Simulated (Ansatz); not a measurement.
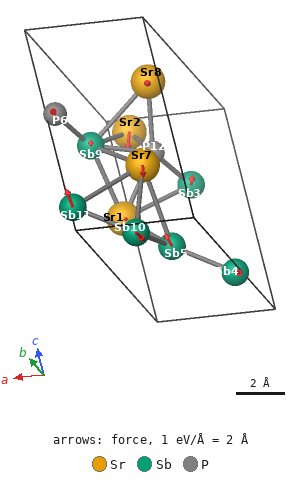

Starting geometry of solid Sr₂Sb₃P (built on the Hg2I3Br-8 type type) with the computed forces as red arrows. Style: ball-and-stick. Shown: the cell of the calculation, reduced to other axes, from a free direction. Lengths and directions refer to the drawn axes.

Case: shaken.

These are results of Ansatz, DFT, PBEsol, plane waves, PAW, not measurements. Set-up: plane-wave cutoff 420 eV; k-point mesh 6 × 2 × 2; occupations fermi dirac; smearing width 0.05 eV; no spin polarisation; cell and atoms relaxed; force threshold 0.01 eV/Å; at most 120 steps.

Question: What follows when this structure is relaxed?

Answer: It isn't relaxed: the largest force vector, on Sr2, is 0.45 eV/Å. The final displacements have little in common with the starting forces (cosine between the two patterns −0.03). The atom that moves furthest relative to the cell is Sb5 (1.13 Å along [−1 −2 0]). By element the largest moves are Sb 1.13 Å, Sr 0.96 Å, P 0.62 Å. The volume changes by −4.4 %, with a 5.090 → 5.255 Å (+3.3 %), b 7.703 → 7.495 Å (−2.7 %), c 10.119 → 9.815 Å (−3.0 %), α 82.5° → 72.4°, β 77.4° → 76.4°, γ 76.2° → 85.3°. Among the contacts that change: Sb5–Sr7 5.609 → 3.520 Å, Sr1–Sb10 5.408 → 3.490 Å, Sb5–Sr7 (another image) 3.673 → 5.535 Å, Sb5–Sb11 5.137 → 3.330 Å. Bond angles that change, for instance: Sb9–P12–Sb9 134.0° → 158.9°, Sr7–P6–Sr8 88.6° → 69.8°, Sr2–P12–Sr7 152.6° → 168.9°. The space group stays P1 (No. 1). After 25 accepted moves (33 points after the start) the energy has fallen by 59.1 meV per atom. The largest force component goes from 0.44 to 0.0051 eV/Å. The pressure goes from −0.65 to −0.01 GPa. The line search rejected the trial steps at points 4, 11, 19, 21, 28, 31 of the run. At 2 points the geometry stayed and the basis and grid were re-selected for the new cell (energy shift of 0.5 meV per atom at most each time).
